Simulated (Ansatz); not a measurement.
## KTaO3 (Pm-3m): refractive index against wavelength

The refractive index of KTaO3 (Pm-3m) below the direct gap (2.83 eV on the mesh) is read from one computed spectrum, n = √(Re ε).

Symmetry: Pm-3m, No. 221, cubic system. Conventional cell: a = 3.988 Å, b = 3.988 Å, c = 3.988 Å, α = 90.00°, β = 90.00°, γ = 90.00°. Around Ta on site a lie 6 O at 1.99 Å. K on site b has 12 O at 2.82 Å as nearest neighbours. O on site d has 2 Ta at 1.99 Å as nearest neighbours.

Method: Ansatz 0.2.0, PBE, independent particles, k-mesh 6×6×6 with interpolation inside its cells, Gaussian parameter 0.1 eV.

Launch of the response step: `ansatz run input.yaml --threads 4 --pin off --max-ram 8192MiB --backend cpu --events-out ev --progress --plain --runs-dir out`. The run took 6 s, on 4 threads of Intel(R) Xeon(R) Platinum 8488C (Sapphire Rapids), on a shared host.

| wavelength (nm) | photon energy E (eV) | n |
| --- | --- | --- |
| 2000 | 0.620 | 2.3488 |
| 1550 | 0.800 | 2.3570 |
| 1310 | 0.946 | 2.3655 |
| 1064 | 1.165 | 2.3814 |
| 850 | 1.459 | 2.4100 |
| 700 | 1.771 | 2.4522 |
| 633 | 1.959 | ? |

In the single-oscillator model n² − 1 = E₀E_d/(E₀² − E²), so 1/(n² − 1) = E₀/E_d − E²/(E₀E_d) is linear in E².

Working, on the rows shown:

| x = E² (eV²) | y = 1/(n² − 1) |
| --- | --- |
| 0.384302 | 0.221393 |
| 0.639837 | 0.219517 |
| 0.895757 | 0.2176 |
| 1.35784 | 0.214084 |
| 2.12762 | 0.207982 |
| 3.13716 | 0.19947 |

Means: x̄ = 1.4238, ȳ = 0.21334. Σ(x − x̄)(y − ȳ) = -0.04305, Σ(x − x̄)² = 5.409. Slope = -0.04305 / 5.409 = -0.007958; intercept = ȳ − slope · x̄ = 0.22467. Turned back into n, the line misses the rows shown by at most 0.0012.

Task: What does the fit predict for the withheld row, and how well does it do?

Result: At x = 3.8364 the line gives y = 0.19414, that is 2.4801. The run gave 2.4853, so the extrapolation is off by 0.0052, 4 % of the range in the table.

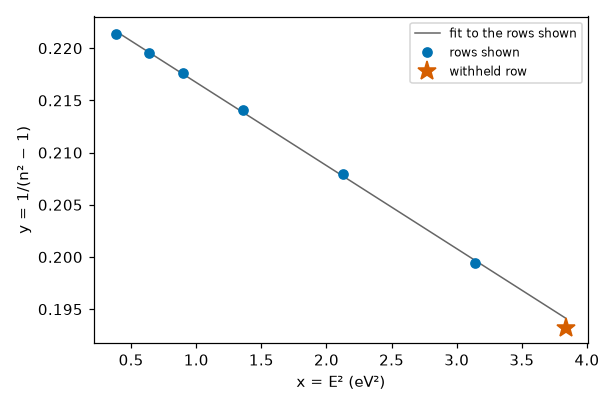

Refitted with all rows, the slope is -0.008151 and the intercept 0.22487. These give E₀ = √(intercept/−slope) = 5.25 eV and E_d = E₀/intercept = 23.4 eV; E₀ is 1.9 times the direct gap. The electronic limit at long wavelengths, without lattice vibrations, is n = √(1 + 1/intercept) = 2.334. Excitons are left out and so are local fields; PBE gaps are as a rule too small. Spin-orbit coupling is left out.
